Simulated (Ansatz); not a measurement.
**AlFH₂O₂···NH₃: density, localisation and related maps**

The calculation's input:

```
crystal:
  periodic: [false, false, false]
  atoms:
    - { symbol: Al, position_ang: [0.0, 0.0, 0.0] }
    - { symbol: "N", position_ang: [0.0, 0.0, 2.27] }
    - { symbol: H, position_ang: [-0.877, -0.2713, 2.8] }
    - { symbol: H, position_ang: [0.877, 0.2713, 2.8] }
    - { symbol: O, position_ang: [1.5415, 0.0, -0.89] }
    - { symbol: H, position_ang: [1.8414, -0.9519, -1.0449] }
    - { symbol: O, position_ang: [-1.5415, 0.0, -0.89] }
    - { symbol: H, position_ang: [-2.0512, -0.8467, -0.6815] }
    - { symbol: F, position_ang: [-0.2489, 1.872, 0.6275] }
    - { symbol: H, position_ang: [-0.1681, 1.2645, 1.7547] }
basis:
  gaussian: { orbitals: "6-31G*" }
hamiltonian:
  xc: hf
relax:
  f_tol: 0.15
  max_steps: 25
  restrain:
    - { distance: [0, 8], at: 1.69, k: 30.0 }
    - { distance: [9, 1], at: 1.06, k: 30.0 }
    - { distance: [0, 1], at: 3.12, k: 30.0 }
    - { distance: [9, 8], at: 2.12, k: 30.0 }
output:
  orbitals: {}
```

Launched as:

```sh
ansatz run input.yaml --threads 1 --pin off --max-ram 2048MiB --backend cpu --events-out ev --progress --plain --runs-dir out
```

The fields are those of the run's last geometry, not of the input's.

Not at a stationary point (largest force 1.4 eV/Å).

Method: Ansatz 0.2.0, RHF/6-31G*.

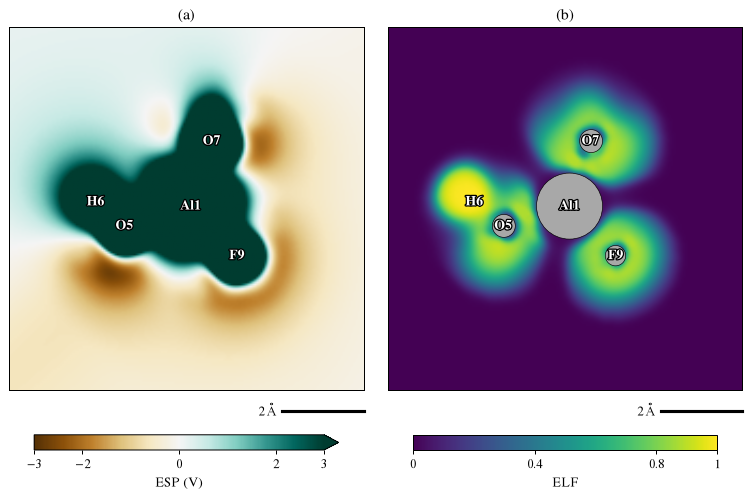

Figure 1. (a) molecular electrostatic potential; (b) ELF on the plane of atoms Al1, O5 and H6. Grey discs cover the atomic cores in the ELF map.

Question: Describe what can be read from this map.

Answer: The section cuts through Al, O, H and F sites.
Al–F (1.67 Å): the ELF peaks at about 0.85 in the valence shell of F, 0.6 Å from its nucleus, and is about 0.25 at the midpoint.
Al–O (1.68 Å): the ELF peaks at about 0.85 in the valence shell of O, 0.5 Å from its nucleus, and is about 0.45 at the midpoint.
O–H (0.94 Å): the ELF climbs to about 1 towards the hydrogen, as it does in any bond to H: an ordinary covalent bond to hydrogen.
The ELF also peaks beside F9 and O5, away from the bonds: lone-pair regions.
Outside the dense part of the complex the potential is most negative (−2.7 V) near O5.

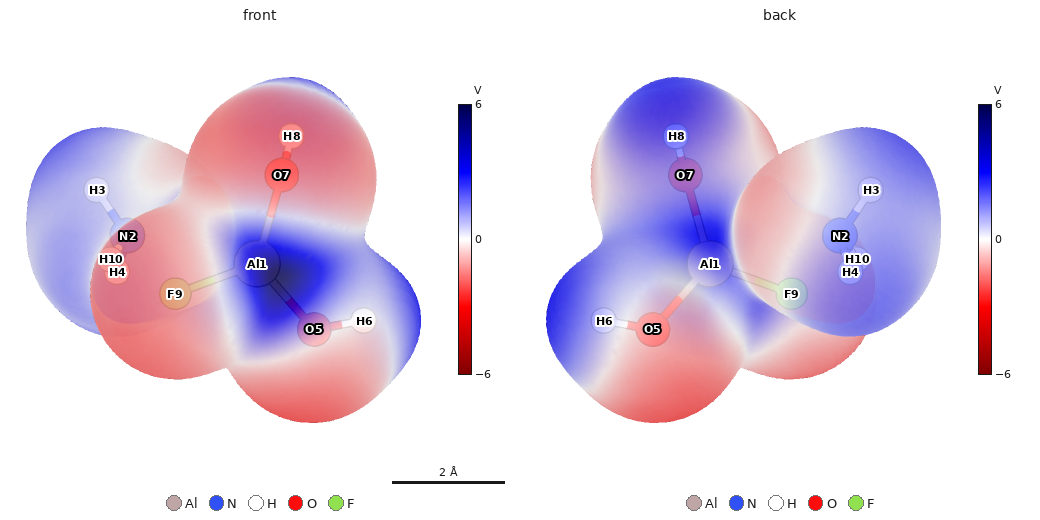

Figure 2. The electrostatic potential painted on the density surface at 0.002 e/bohr³, seen from the front and from behind; red is negative and blue positive.

Question: Where is the surface potential most negative and most positive?

Answer: The most negative region (about −1.9 V) lies over O5, the most positive (about +4.9 V) over Al1. O5 is the likeliest acceptor of a hydrogen bond.

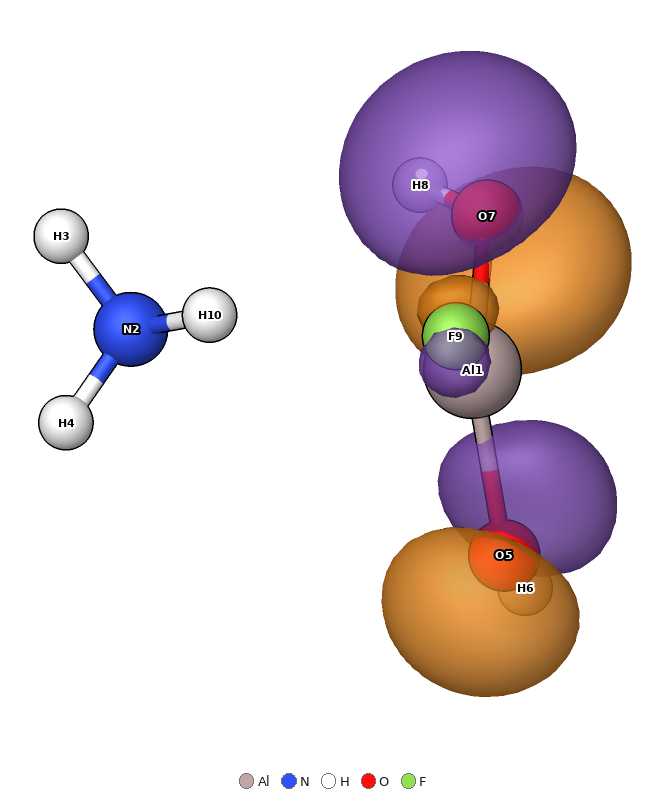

Figure 3. The HOMO−1 at ±0.1 Å⁻³ᐟ² (orange and purple are the two phases), seen at a tilt.

Question: Describe this orbital and give its energy.

Answer: Its weight (Hirshfeld) is mainly on O7 (about 65 %) and O5 (about 20 %). Its energy is −13.15 eV.
